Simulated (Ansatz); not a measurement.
C2H8AlNO···H2

The calculation's input:

```
crystal:
  periodic: [false, false, false]
  atoms:
    - { symbol: Al, position_ang: [-0.277718, -0.41396, -0.36163] }
    - { symbol: O, position_ang: [1.256066, 0.217905, 0.364279] }
    - { symbol: C, position_ang: [1.826871, 1.469446, 0.109465] }
    - { symbol: C, position_ang: [-0.770833, -2.253505, 0.030489] }
    - { symbol: "N", position_ang: [-1.205796, 0.671144, -1.420348] }
    - { symbol: H, position_ang: [-0.283972, 0.350392, 2.032294] }
    - { symbol: H, position_ang: [-0.934993, 0.331647, 2.279553] }
    - { symbol: H, position_ang: [2.537944, 1.714746, 0.910158] }
    - { symbol: H, position_ang: [2.385012, 1.483354, -0.839955] }
    - { symbol: H, position_ang: [1.08677, 2.287296, 0.070046] }
    - { symbol: H, position_ang: [-0.535229, -2.500686, 1.071627] }
    - { symbol: H, position_ang: [-1.837601, -2.445524, -0.129824] }
    - { symbol: H, position_ang: [-0.211753, -2.954429, -0.600762] }
    - { symbol: H, position_ang: [-0.941988, 1.613029, -1.674529] }
    - { symbol: H, position_ang: [-2.092581, 0.429045, -1.840863] }
basis:
  gaussian: { orbitals: "6-31G*" }
hamiltonian:
  xc: pbe0
  dispersion: d4
relax:
  f_tol: 0.03
  max_steps: 50
output:
  orbitals: {}
```

Launched as:

```sh
ansatz run input.yaml --threads 2 --pin off --max-ram 3072MiB --backend cpu --events-out ev --progress --plain --runs-dir out
```

The fields are those of the relaxed geometry.

Computed with RKS PBE0-D4/6-31G* in Ansatz 0.2.0.

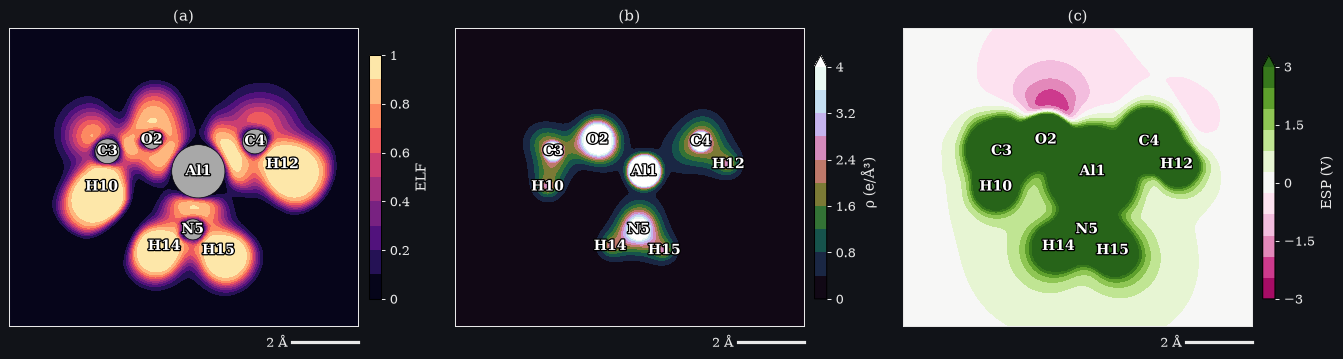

Figure 1. (a) ELF; (b) electron density; (c) electrostatic potential on the plane of atoms Al1, N5 and H14. Grey discs cover the atomic cores in the ELF map.

**Describe what can be read from this map.**

Atoms in the plane: Al, O, C, N and H.
C–O (1.40 Å): ρ is about 2.1 e/Å³ halfway, with its minimum of 1.8 e/Å³ about 0.5 Å from C; the ELF peaks at about 0.90 between the atoms; a shared but strongly polarised pair.
Al–O (1.71 Å): ρ is about 0.8 e/Å³ halfway; the ELF peaks at about 0.85 in the valence shell of O, 0.6 Å from its nucleus, and is about 0.40 at the midpoint.
Al–N (1.78 Å): ρ is about 0.81 e/Å³ halfway; the ELF peaks at about 0.90 in the valence shell of N, 0.7 Å from its nucleus, and is about 0.65 at the midpoint.
C–Al (1.95 Å): ρ at the midpoint is about 0.73 e/Å³; the ELF peaks at about 0.95 between the atoms (a shared but strongly polarised pair).
N–H (1.01 Å): ρ at the midpoint is about 2.8 e/Å³; the ELF climbs to about 1 towards the hydrogen, as it does in any bond to H (a covalent bond by its length).
The ELF also peaks beside O2, away from the bonds: lone-pair regions.
Outside the dense part of the complex the potential is most negative (−2.3 V) near O2.

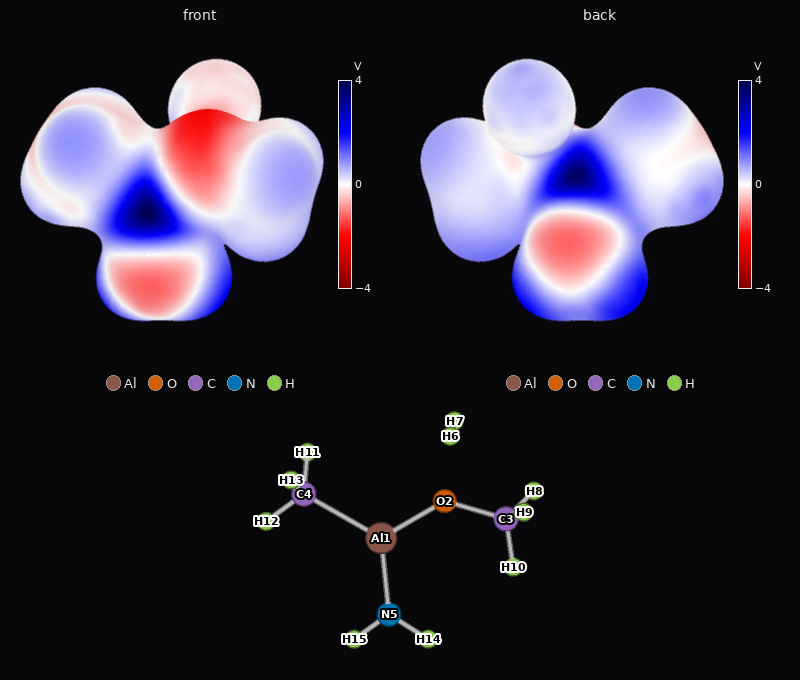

Figure 2. The electrostatic potential painted on the density surface at 0.004 e/bohr³, seen from the front and from behind; red is negative and blue positive. The bare structure is drawn below in the same view.

**Where is the surface potential most negative and most positive?**

The most negative region (about −1.9 V) lies over O2, the most positive (about +3.5 V) over Al1. O2 is the likeliest acceptor of a hydrogen bond.

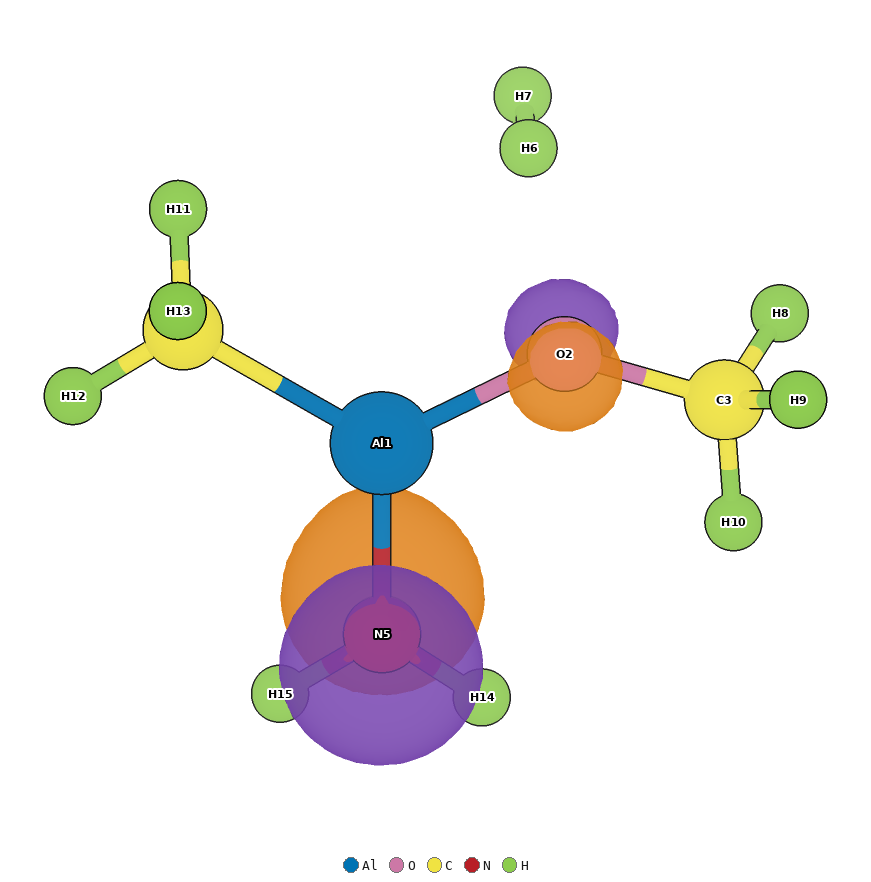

Figure 3. The HOMO at ±0.2 Å⁻³ᐟ² (orange and purple are the two phases), seen across its widest extent.

**Describe this orbital and give its energy.**

By Hirshfeld shares it lies mainly on N5 (about 65 %) and O2 (about 10 %). Its energy is −6.93 eV.
